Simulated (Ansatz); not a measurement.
## Electronic structure of Ga$_{7}$H$_{20}$P$_{6}$ (charge −1) in real space

The calculation's input:

```
crystal:
  periodic: [false, false, false]
  atoms:
    - {symbol: Ga, position_ang: [0.777692, -3.614787, 0.734432]}
    - {symbol: Ga, position_ang: [-2.842237, 2.842398, -1.715271]}
    - {symbol: Ga, position_ang: [0.665041, -0.663808, -2.294440]}
    - {symbol: Ga, position_ang: [-2.009938, -0.840582, 0.432912]}
    - {symbol: Ga, position_ang: [0.549041, -0.551000, 3.414966]}
    - {symbol: Ga, position_ang: [0.839788, 2.009919, 0.434396]}
    - {symbol: Ga, position_ang: [3.614437, -0.777271, 0.736008]}
    - {symbol: P, position_ang: [-3.106509, 0.478936, -1.322299]}
    - {symbol: P, position_ang: [-0.448692, -2.138965, -0.756996]}
    - {symbol: P, position_ang: [1.921091, -1.921796, 1.996111]}
    - {symbol: P, position_ang: [-0.478997, 3.106946, -1.321158]}
    - {symbol: P, position_ang: [2.139083, 0.449555, -0.755584]}
    - {symbol: P, position_ang: [-0.661579, 0.660571, 1.679067]}
    - {symbol: H, position_ang: [1.807295, -4.450104, -0.142958]}
    - {symbol: H, position_ang: [-0.302304, -4.363828, 1.632563]}
    - {symbol: H, position_ang: [-3.559252, 3.560171, -0.493207]}
    - {symbol: H, position_ang: [-3.198834, 3.200138, -3.217519]}
    - {symbol: H, position_ang: [1.462961, -1.460499, -3.409884]}
    - {symbol: H, position_ang: [-0.420367, 0.422122, -2.769000]}
    - {symbol: H, position_ang: [-3.172546, -1.524794, 1.258987]}
    - {symbol: H, position_ang: [-0.517506, -1.436397, 4.194019]}
    - {symbol: H, position_ang: [1.433808, 0.515065, 4.195393]}
    - {symbol: H, position_ang: [1.523292, 3.172525, 1.261084]}
    - {symbol: H, position_ang: [4.450649, -1.805888, -0.141679]}
    - {symbol: H, position_ang: [4.362572, 0.302735, 1.634890]}
    - {symbol: H, position_ang: [-2.992194, -0.212304, -2.567197]}
    - {symbol: H, position_ang: [-4.518973, 0.309551, -1.137376]}
    - {symbol: H, position_ang: [-1.298406, -2.963497, -1.567780]}
    - {symbol: H, position_ang: [2.680391, -2.681263, 2.948162]}
    - {symbol: H, position_ang: [0.212412, 2.992719, -2.565946]}
    - {symbol: H, position_ang: [-0.309364, 4.519349, -1.135936]}
    - {symbol: H, position_ang: [2.963941, 1.299837, -1.565452]}
    - {symbol: H, position_ang: [-1.565806, 1.564275, 2.326705]}
basis:
  gaussian: {orbitals: def2-TZVP, fitting: {mean_field: def2-universal-jkfit}, initial_orbitals: start.molden}
total_charge: -1
hamiltonian: {xc: pbe0, dispersion: d4}
scf: {omitted_lower_state_checks: [starts]}
output: {orbitals: {seedname: orbitals}}
```

Launched as:

```sh
ansatz run in.yaml --threads 2 --pin off --events-out ev --progress --plain --max-ram 32768MiB --backend cuda --devices 0, --max-vram 18GiB
```

Geometry: PBE-D4/def2-SVP.

Level of theory: RKS PBE0-D4/def2-TZVP (Ansatz).

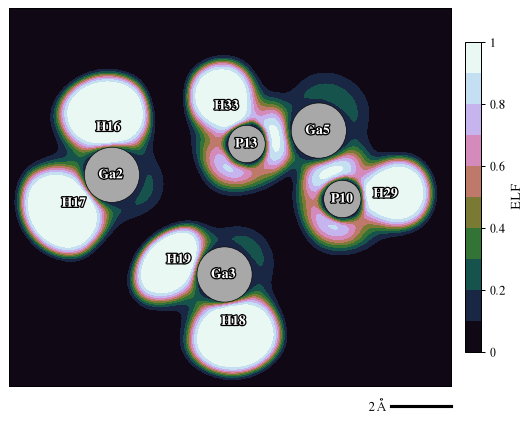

Figure 1. ELF on the plane of atoms Ga5, P13 and H33. Grey discs cover the atomic cores.

Question: Read the bonding off the picture.

Answer: Atoms in the plane: Ga, P and H. P–H (1.44 Å): the ELF climbs to about 1 towards the hydrogen, as it does in any bond to H. Ga–P (2.40 Å): the ELF peaks at about 0.95 between the atoms: a shared electron pair. Ga–P (2.44 Å): the ELF peaks at about 0.95 between the atoms; a shared electron pair. Ga–H (1.59 Å): the ELF climbs to about 1 towards the hydrogen.

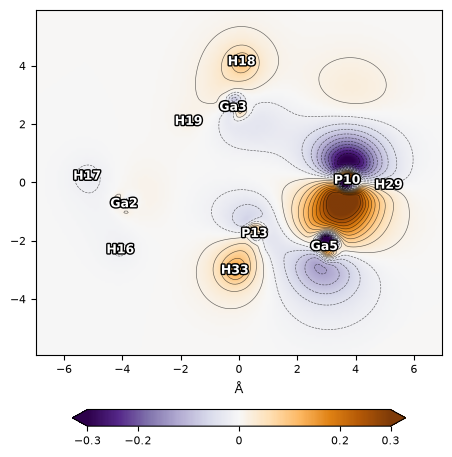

Figure 2. The HOMO−1 on the plane of atoms H18, Ga3 and H19 (values in Å⁻³ᐟ²; the overall sign is arbitrary).

Question: Where does this orbital lie, and at what energy?

Answer: By Hirshfeld shares it lies mainly on P10 (about 30 %), Ga5 (about 15 %), H14 (about 10 %), H24 (about 10 %), Ga7 (about 10 %) and Ga1 (about 10 %). Its energy is −4.16 eV.
